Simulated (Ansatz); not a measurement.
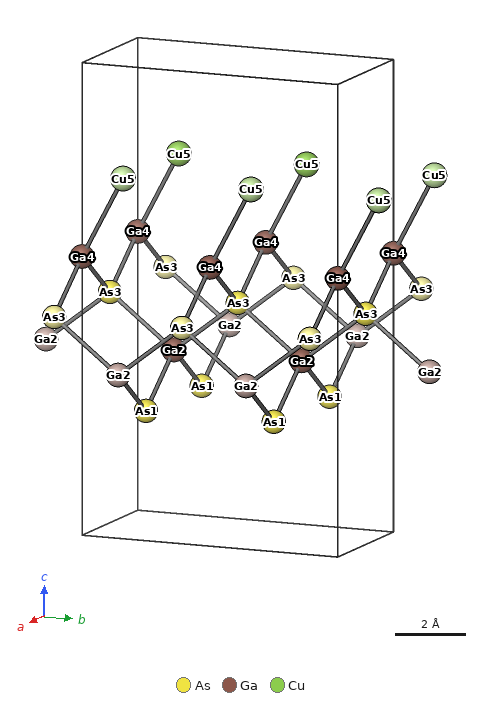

*The structure (ball-and-stick view of the 1 × 2 repeat of the cell, with the vacuum cut short, seen slightly off an axis; neighbours outside the cell are drawn fainter; atoms are numbered from 1 in the order of the input). An atom can appear more than once, as a periodic image.*

**Single-point calculation of Ga₂CuAs₂ (part 1 of 3)**

The run: single-point calculation of Ga₂CuAs₂ (slab, 5 atoms in the cell). Method and program: DFT PBE+D3(BJ), scalar-relativistic, plane waves, PAW, PAW set soft_1, spin-polarised (Ansatz 0.2.0).

The structure derives from an entry of the Crystallography Open Database. Figures and captions count atoms from 1; the log counts them from 0 in places.

### Input file
```yaml
crystal:
  lattice:
    - [4.0137031117, 0.0, 0.0]
    - [0.0, 4.0137031117, 0.0]
    - [0.0, 0.0, 21.6700524369]
  atoms:
    - { symbol: As, position: [0.0, 0.5, 0.18458654] }
    - { symbol: Ga, position: [0.5, 0.5, 0.2500713074] }
    - { symbol: As, position: [0.5, 0.0, 0.321271763] }
    - { symbol: Ga, position: [0.0, 0.0, 0.3862497546] }
    - { symbol: Cu, position: [0.125, 0.375, 0.5016163421], spin: 1.0 }
basis:
  ecutwfc: 420
kpoints:
  mp_grid: { grid: [7, 7, 1] }
hamiltonian:
  xc: pbe
  pseudopotentials: { kind: paw, azcp: { folder: soft_1 } }
  dispersion: d3bj
scf:
  occupations: { method: gaussian, width: 0.05 }
output:
  forces: true
  eigenvalues: true
  populations: true
magnetization:
  spin_polarized: true
efield:
  axis: 3
  dipole_correction: true
  ramp_width: 0.04
```

Hardware: 1 thread of Arm Neoverse N1, 98 GiB of memory available, shared host.

Launched with:
```bash
ansatz run input.yaml --threads 1 --pin off --max-ram 3072MiB --backend cpu --events-out ev --progress --plain --runs-dir out
```

### The program's output
```
Engine: ansatz 0.2.0, aarch64-unknown-linux-gnu
Pseudopotentials: kind: paw
Pseudopotential: As, paw, valence charge 15, recommended cutoff 420 eV (normal), [file]
Pseudopotential: Ga, paw, valence charge 13, recommended cutoff 420 eV (normal), [file]
Pseudopotential: Cu, paw, valence charge 19, recommended cutoff 420 eV (normal), [file]
Functional definition: PBE
  parameter kappa = 0.804
  parameter beta = 0.06672455060314922
  exchange = pbe_x(kappa = kappa, mu = beta*pi^2/3)
  correlation = pbe_c(beta = beta)
Crystal: 5 atoms, lattice volume = 349.100 Å³
Basis set: ecut = 420 eV, 6817 PW (Γ), exchange–correlation on 54×54×300 points (8 copies of the dense FFT grid, shifted against one another)
Bands: 46, of which v1, the nominal top of the filled ones, is band 38 counted from 1 (37 counted from 0)
Symmetry: 1 space group operations
k-points: 25 of 49 (time reversal used)
Non-local potential: As, projectors of the file, l = 0: 2, l = 1: 2, l = 2: 3, l = 3: 1
Non-local potential: Ga, projectors of the file, l = 0: 2, l = 1: 2, l = 2: 3, l = 3: 1
Non-local potential: Cu, projectors of the file, l = 0: 3, l = 1: 2, l = 2: 3, l = 3: 1
PAW form: soft (Blöchl's): semilocal exchange-correlation on the pseudo side does not see the compensation charge
PAW one-centre angular grid: As, 590 points (default); XC on 64 Gauss nodes
PAW one-centre angular grid: Ga, 590 points (default); XC on 64 Gauss nodes
PAW one-centre angular grid: Cu, 590 points (default); XC on 64 Gauss nodes
Initial density: superposition of atomic densities (neutral atoms: chi_scale 0, normalization atom)
Starting moments: Σ|m| = 1 μB on 1 of 5 sites
Initial wavefunctions: pseudopotential atomic-orbital guess
Functional: x = pbe(κ = 0.804, μ = 0.2195149727645171), c = pbe(β = 0.06672455060314922)
```
